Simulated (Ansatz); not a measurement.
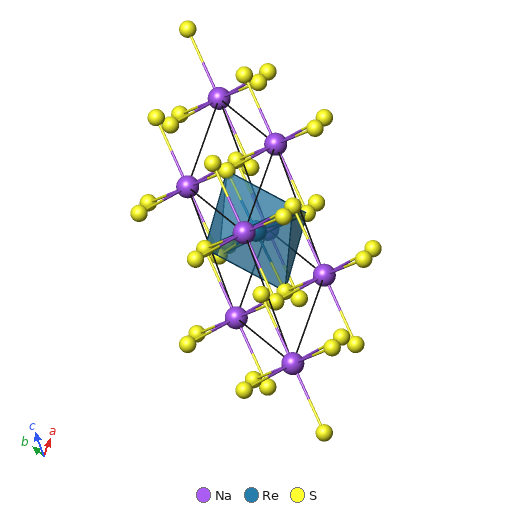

System: NaReS₂, space group R-3m (No. 166) (cell built by us, not taken from a database). The picture shows the cell.

Structure:
```xyz
4
Lattice="1.8035 1.0412 6.4924 -1.8035 1.0412 6.4924 0.0000 -2.0825 6.4924" Properties=species:S:1:pos:R:3 pbc="T T T"
Na    0.0000    0.0000    0.0000
Re    0.0000    0.0000    9.7386
S     0.0000    0.0000    4.5395
S     0.0000    0.0000   14.9377
```

Calculation (Ansatz 0.2.0): several magnetic starts of one crystal ranked with cell and atoms relaxed in each order, signs over the magnetic atoms (u up, d down); plane-wave DFT of a periodic cell. Level: PBE.

cell charge 0 e; exact exchange fraction 0; dispersion correction none; potentials PAW default; wave cutoff 420 eV; k mesh 15x15x15; k shift none; occupation rule Gaussian; occupation width 0.1 eV.

What does the calculation give for the energy above the lowest of each magnetic start? The cases: non-magnetic; ferromagnetic.

Among these starts the lowest is ferromagnetic; non-magnetic is 51.6 meV/atom higher.

| magnetic start | energy above the lowest (meV/atom) | largest site moment (μB) | final order |
| --- | --- | --- | --- |
| non-magnetic | 51.6 | 0.00 | non-magnetic |
| ferromagnetic | 0.0 | 1.16 | ferromagnetic |

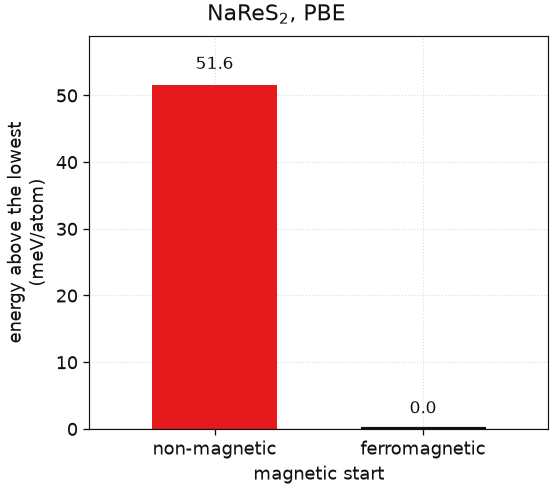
